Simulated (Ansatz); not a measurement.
```xyz
9

Si   -0.2205    0.3852   -0.2205
F    -0.1881    0.3336    1.3784
Cl    1.7002    0.4778   -0.9228
H    -0.9618    1.5791   -0.6491
Cl   -1.1566   -1.2957   -0.9192
N     1.5301   -2.4214    1.5362
H     0.8934   -2.8393    0.8601
H     2.2467   -1.9357    0.9997
H     1.0021   -1.7059    2.0311
```

Method: RKS B3LYP-D4/6-31G* in Ansatz.

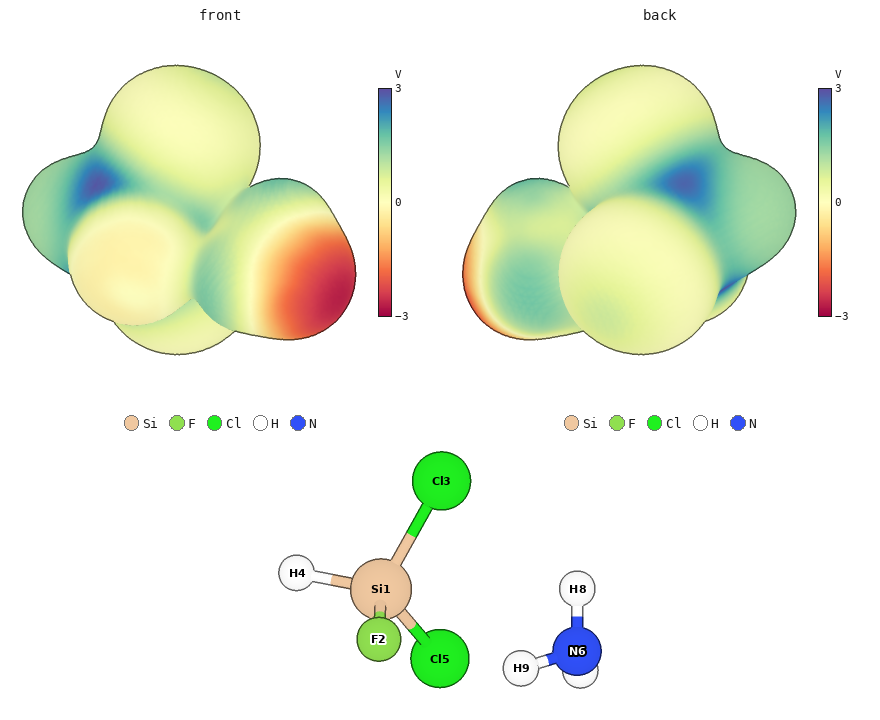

Cl2FHSi···NH3. The molecular electrostatic potential painted on the density surface at 0.004 e/bohr³, seen from the front and from behind; red is negative and blue positive. The bare structure is drawn below in the same view.

Describe the electrostatic potential map.

The most negative region (about −2.6 V) lies over N6, the most positive (about +2.8 V) over Si1. Cl3 shows a σ-hole: about +0.8 V at the tip opposite its bond, against about +0.4 V on its flanks. N6 is the likeliest acceptor of a hydrogen bond.
